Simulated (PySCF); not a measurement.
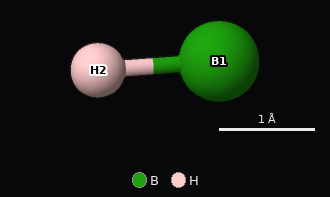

Fig. 1: The input geometry (ball-and-stick view, seen at a tilt; atoms are numbered from 1 in the order of the input).

# Single-point calculation of BH (charge −1)

The run: single-point calculation of BH, charge −1, multiplicity 2. Method and program: UHF/jorge-dzp-dkh, TDHF (PySCF 2.14.0).

### Input file
```python
from pyscf import gto, scf, tdscf

mol = gto.M(
    atom='B 0 0 0; H 0 0 1.297',
    basis='jorge-dzp-dkh',
    charge=-1,
    spin=1,
    verbose=3,
)
mf = scf.UHF(mol)
mf = mf.sfx2c1e()
mf.kernel()
td = tdscf.TDHF(mf)
td.nstates = 3
td.kernel()
td.analyze()
mf.dip_moment()
print('orbital energies (hartree):', [e[max(0, n-3):n+3].round(4) for e, n in zip(mf.mo_energy, mol.nelec)])
```

Machine: 1 CPU thread, shared host.

Run as:
```bash
OMP_NUM_THREADS=1 python input.py
```

### Log
```
WARN: HOMO 0.0147587015978014 >= LUMO 0.0147587015978014

converged SCF energy = -25.100608742832  <S^2> = 0.75964159  2S+1 = 2.0096185
Excitation energies (eV)
[9.23771011e-04 2.62692903e+00 2.64701998e+00]

** Excitation energies and oscillator strengths **
Excited State   1:      0.00092 eV 1342152.94 nm  f=0.0000
Excited State   2:      2.62693 eV    471.97 nm  f=0.0317
Excited State   3:      2.64702 eV    468.39 nm  f=0.0350
Dipole moment(X, Y, Z, Debye): -0.00000,  0.00000,  1.12091
orbital energies (hartree): [array([-0.3586, -0.0653,  0.0027,  0.3037,  0.4467,  0.5805]), array([-7.35  , -0.3091, -0.0338,  0.3193,  0.3557,  0.4596])]
```

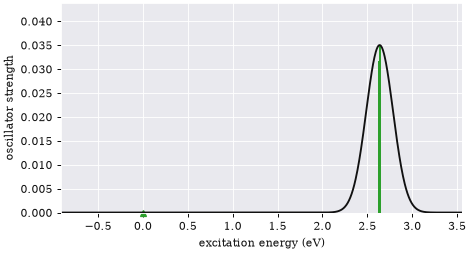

Fig. 2: Computed excitations as sticks (degenerate states added up, dark ones marked on the axis), with a Gaussian envelope of 0.35 eV full width at half maximum, scaled to the tallest. Of the 3 states the lowest lies at 0.00 eV (f = 0.000); the strongest line is at 2.65 eV, or 468 nm (f = 0.035).

### Key numbers

```csv
quantity,value
outcome,converged
SCF energy,−25.100609 hartree
⟨S²⟩,0.760
wall time,1.6 s
```
